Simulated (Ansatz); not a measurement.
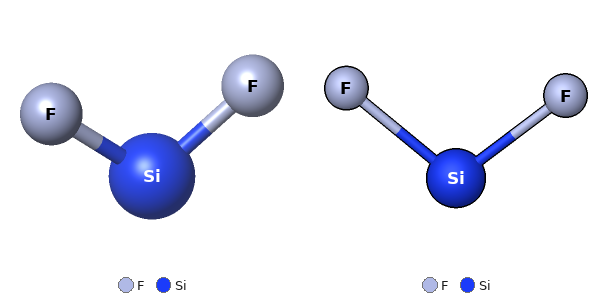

Both panels show the same species.

Computed geometry: PBE0-D4/def2-TZVP optimisation.

Which formula does it have?

Answer. SiF2, 3 atoms: 1 silicon and 2 fluorine.

Write the SMILES.

Answer. F[Si]F

Count the bonded pairs by element.

Answer. 2 F–Si.

What is the point group of this geometry?

Answer. C2v.

The parts below concern this one geometry. Atoms keep their numbers from picture to picture.

## Shape

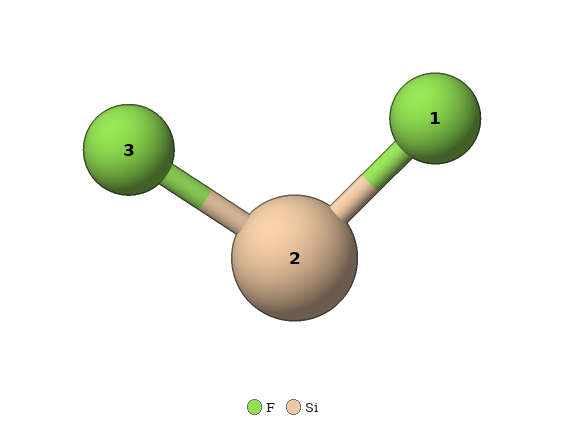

Atoms carry their numbers in the input.

Which atoms are bonded, and how long are the bonds?

```json
{"bond": "F1–Si2", "length (Å)": "1.601", "order": "single"}
{"bond": "Si2–F3", "length (Å)": "1.601", "order": "single"}
```

## Electronic properties

Method: RKS B3LYP-D4/def2-TZVPP (Ansatz 0.2.0).

What is the dipole moment?

Answer. 1.17 D.

Give the HOMO–LUMO gap at this level.

Answer. 5.79 eV.

Estimate the vertical ionisation energy.

Answer. 11.11 eV.

Estimate the HOMO energy (Kohn–Sham orbital).

Answer. −8.13 eV.

## Vibrations

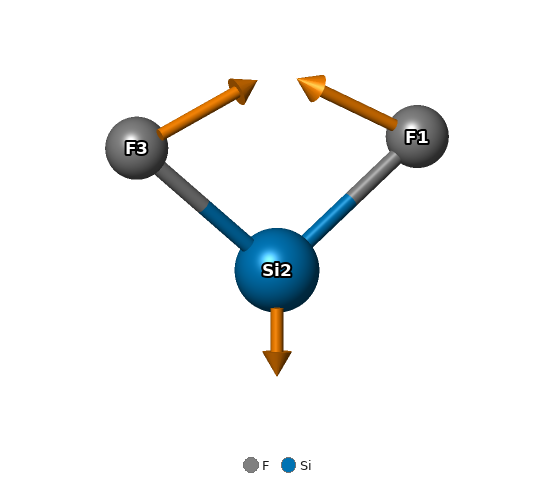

The arrows show one normal mode. Harmonic vibrations computed with RKS PBE0-D4/def2-TZVP (Ansatz 0.2.0) at a stationary point of the same level.

What kind of motion is it?

Answer. Mostly F–Si–F bending.

Estimate its harmonic wavenumber.

Answer. 340 cm⁻¹; it is mode 1 of 3 counted from the lowest.

## Charges

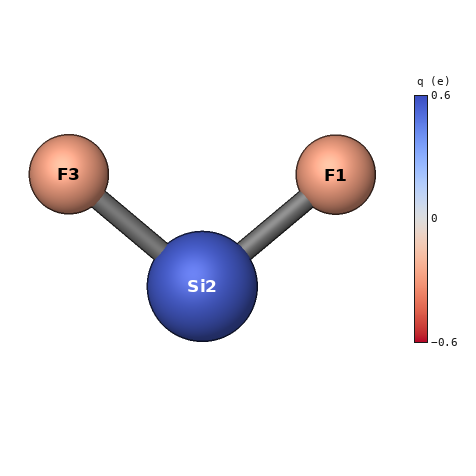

Atoms are coloured by their Mulliken charges. Method: RKS B3LYP-D4/def2-TZVPP (Ansatz 0.2.0).

Give the Mulliken charges atom by atom.

| atom | value (e) |
| --- | --- |
| F1 | −0.28 |
| Si2 | 0.55 |
| F3 | −0.28 |

Mulliken values depend strongly on the basis set and can even reverse the polarity of a bond.
